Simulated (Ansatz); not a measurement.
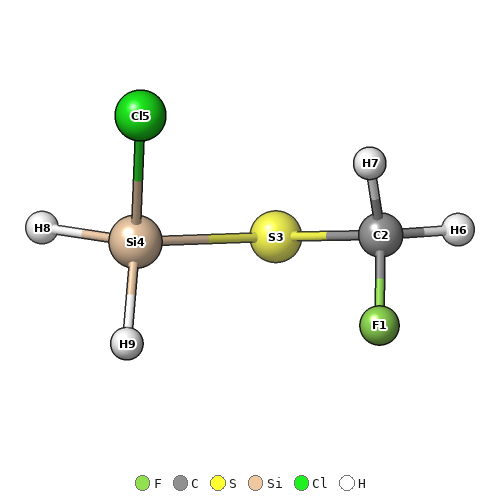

The system is CH4ClFSSi, SMILES FCS[SiH2]Cl; the picture shows the reference structure. Coordinates scanned: (1) dihedral F1–C2–S3–Si4; (2) dihedral C2–S3–Si4–Cl5. Nothing is relaxed (all other coordinates rigid). The grid has 18 × 18 points. All energies are given in kJ/mol relative to the relaxed molecule at the same level. Energies and slopes of some neighbouring points disagree (a jump in structure or state, or too coarse a mesh). These are results of RKS PBE0-D4/def2-SVP in Ansatz, not measurements.

Its coordinates:

```xyz
9

F     1.6839    0.5203    0.9694
C     1.4182    0.4876   -0.3622
S     0.4734   -0.9906   -0.8462
Si   -1.3030   -0.6652    0.2966
Cl   -2.0689    1.2166   -0.1111
H     2.3595    0.4376   -0.9316
H     0.8513    1.3902   -0.6392
H    -2.2562   -1.7120   -0.1543
H    -1.0698   -0.7307    1.7615
```

Range: dihedral F1–C2–S3–Si4 from −180 to 160°; dihedral C2–S3–Si4–Cl5 from −180 to 160°.

What landscape does the calculation give?

The lowest grid point is at dihedral F1–C2–S3–Si4 = 60°, dihedral C2–S3–Si4–Cl5 = 60°, 0.32 kJ/mol from the relaxed molecule at the same level. Other grid points that lie below all their neighbours: dihedral F1–C2–S3–Si4 = 60°, dihedral C2–S3–Si4–Cl5 = −80° (7.3 kJ/mol higher); dihedral F1–C2–S3–Si4 = −60°, dihedral C2–S3–Si4–Cl5 = −60° (7.3 kJ/mol higher); dihedral F1–C2–S3–Si4 = −60°, dihedral C2–S3–Si4–Cl5 = 80° (7.3 kJ/mol higher). The highest grid point, dihedral F1–C2–S3–Si4 = 0°, dihedral C2–S3–Si4–Cl5 = 0°, lies 186.4 kJ/mol above the lowest.

| dihedral C2–S3–Si4–Cl5 ↓, dihedral F1–C2–S3–Si4 → | −180 | −140 | −100 | −60 | −20 | 20 | 60 | 100 | 140 |
| --- | --- | --- | --- | --- | --- | --- | --- | --- | --- |
| 140 | 36.0 | 30.8 | 23.1 | 20.3 | 31.3 | 23.0 | 11.9 | 20.0 | 32.5 |
| 100 | 27.0 | 23.9 | 15.5 | 9.9 | 17.5 | 20.2 | 7.6 | 12.4 | 22.9 |
| 60 | 18.5 | 16.5 | 11.6 | 12.2 | 18.3 | 7.7 | 0.3 | 5.8 | 15.2 |
| 20 | 29.2 | 30.1 | 19.7 | 29.5 | 128.8 | 62.6 | 9.5 | 16.6 | 26.3 |
| −20 | 33.1 | 32.1 | 23.4 | 14.5 | 66.6 | 131.6 | 30.5 | 19.5 | 31.5 |
| −60 | 23.8 | 20.4 | 12.4 | 7.6 | 15.5 | 23.3 | 13.9 | 12.9 | 20.7 |
| −100 | 27.2 | 22.7 | 13.7 | 10.9 | 28.3 | 20.6 | 7.6 | 12.9 | 23.5 |
| −140 | 32.8 | 30.0 | 17.4 | 10.9 | 24.2 | 32.3 | 14.9 | 17.3 | 26.4 |
| −180 | 36.0 | 31.9 | 22.4 | 17.3 | 21.3 | 20.6 | 16.0 | 20.8 | 30.2 |

The table holds every second grid line.

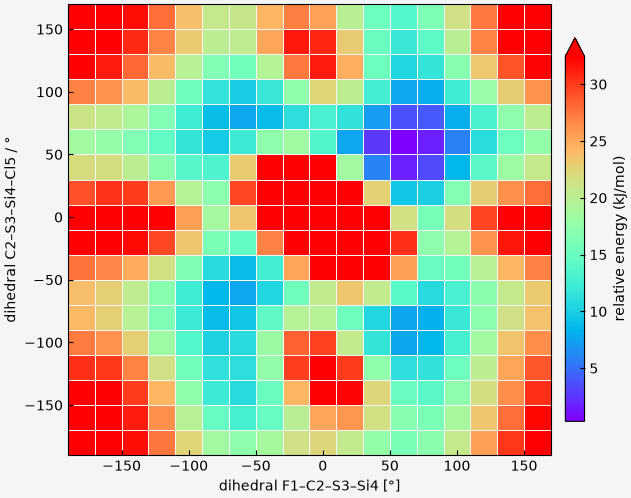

The picture shows one coloured cell a grid point, one colour for all values above the top of the scale.

Each point was launched as `ansatz run input.yaml --threads 1 --pin off --max-ram 2560MiB --backend cpu --events-out ev --progress --plain --runs-dir out`. Time for the 324 points that were run: 22 min on 1 thread of Intel(R) Xeon(R) Platinum 8488C (Sapphire Rapids), on a shared host.
